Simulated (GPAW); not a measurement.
Band structure of Ta (Im-3m, 1 atom in the cell).

```
Ta
1.0
   -1.67793     1.67793     1.67793
    1.67793    -1.67793     1.67793
    1.67793     1.67793    -1.67793
Ta
1
Direct
  0.00000   0.00000   0.00000
```

Method: PBE, GPAW PAW datasets PBE (gpaw-data 1.0.1) (plane waves; GPAW).

Settings: mode = pw; ecut = 600 eV; xc = PBE; kpts = 18 18 18; mesh shift (steps) = 0 0 0; occupations.name = fermi-dirac; occupations.width = 0.136 eV; nbands = -5; convergence.density = 1e-05 e/electron; symmetry.symmorphic = false; symmetry.tolerance = 0.0005; maxiter = 120; bandpath_npoints = 40.

The starting cell comes from a database of computed structures (which also holds hypothetical and non-ambient phases and stackings), without a prior relaxation at this level. Its lattice was rescaled by a random factor within 2.5 % of one. Spin-orbit coupling is off. Spin polarisation is off.

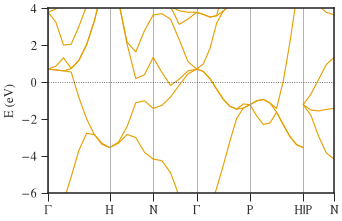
Bands along the path, energies from the Fermi level.

Levels in eV from the Fermi level, bands 3 to 10:
```json
[
 {"point": "Γ", "3": "-33.32", "4": "-33.32", "5": "-7.71", "6": "0.71", "7": "0.71", "8": "0.71", "9": "3.78", "10": "3.78"},
 {"point": "H", "3": "-34.02", "4": "-34.02", "5": "-3.55", "6": "-3.55", "7": "6.40", "8": "6.40", "9": "6.40", "10": "8.17"},
 {"point": "N", "3": "-33.64", "4": "-33.32", "5": "-4.17", "6": "-1.42", "7": "1.34", "8": "3.65", "9": "4.60", "10": "7.28"},
 {"point": "P", "3": "-33.82", "4": "-33.82", "5": "-1.22", "6": "-1.22", "7": "-1.22", "8": "4.76", "9": "4.76", "10": "6.62"}
]
```

Bands cross the Fermi level along this path, so the cell is metallic at this level.
